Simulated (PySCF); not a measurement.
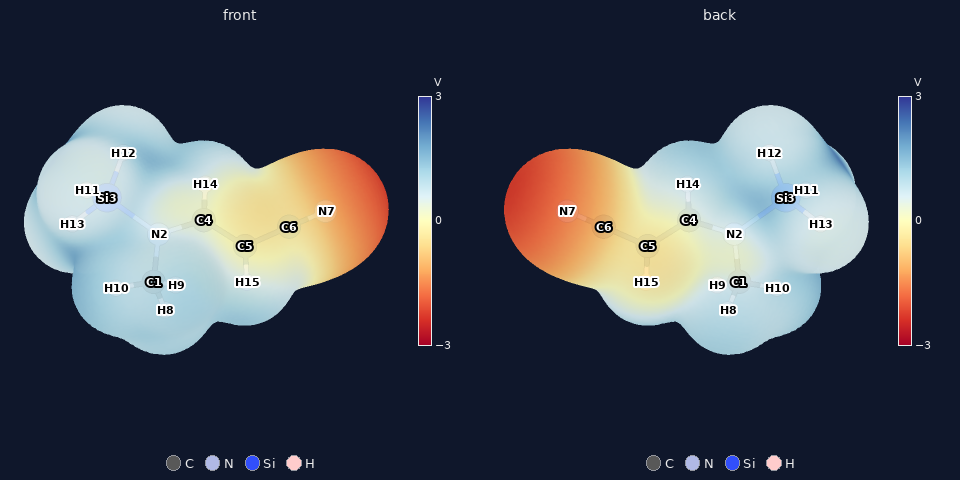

The picture shows: C$_{4}$H$_{8}$N$_{2}$Si (SMILES CN([SiH3])/C=C/C#N). The electrostatic potential painted on the density surface at 0.002 e/bohr³, seen from the front and from behind; the colour scale runs from red (negative) to blue (positive).

Geometry: GFN2-xTB.

Theory: PBE0/pcSseg-1, SCF density, gas phase, non-relativistic (PySCF 2.14.0).

```xyz
15

C    -1.0885   -1.0555    0.6111
N    -0.5219    0.1445    0.0380
Si   -1.5939    1.3571   -0.6164
C     0.8323    0.2597    0.0443
C     1.7208   -0.6276    0.5314
C     3.0935   -0.3675    0.4658
N     4.2244   -0.1662    0.4178
H    -0.7371   -1.9419    0.0767
H    -0.8131   -1.1481    1.6648
H    -2.1722   -1.0138    0.5388
H    -2.4748    1.8018    0.4661
H    -0.7383    2.4265   -1.1112
H    -2.3766    0.7283   -1.6829
H     1.2001    1.1754   -0.3973
H     1.4408   -1.5647    0.9886
```

Question: Which sites attract a positive test charge, and which a negative one?

Answer: A positive charge is drawn to the negative regions and a negative charge to the positive ones. The most negative region (about −2.2 V) lies over N7, the most positive (about +2.0 V) over Si3. N7 is the likeliest acceptor of a hydrogen bond.

Question: What dipole moment does the calculation give?

Answer: Its dipole moment is 6.73 D.
